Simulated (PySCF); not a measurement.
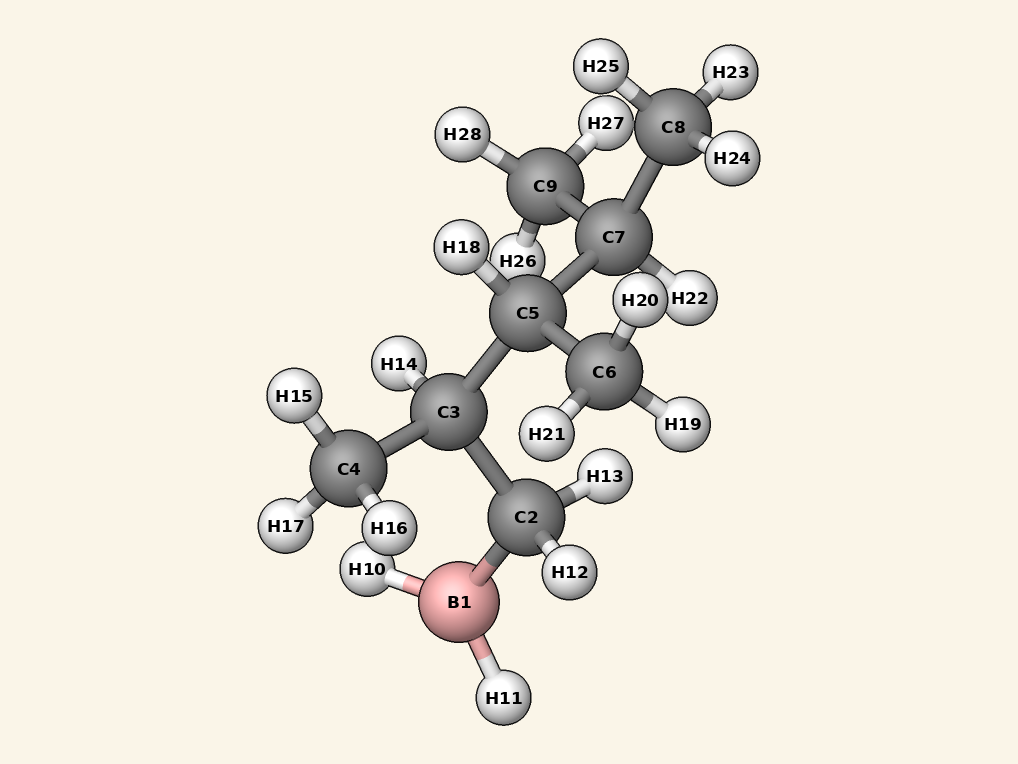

Every bond is drawn as one stick. The geometry was computed by an optimisation with GFN2-xTB. No frequency run is at hand to confirm it as a minimum. Method: PBE0/pcSseg-1 (PySCF 2.14.0).

List the Mayer bond orders of B1–C2, C2–C3, C3–C4, C3–C5, C5–C6, C5–C7, C7–C8, C7–C9 (bonds between heavy atoms, one of each equivalent set).

```tsv
bond	Mayer order	length (Å)
B1–C2	1.02	1.566
C2–C3	0.99	1.534
C3–C4	1.05	1.530
C3–C5	1.03	1.546
C5–C6	1.02	1.531
C5–C7	0.97	1.545
C7–C8	1.05	1.531
C7–C9	1.04	1.530
```

The geometry is semi-empirical. Around B such bond lengths and angles can be off by a tenth of an ångström or more and by several degrees, and values that hang on the shape move with them.
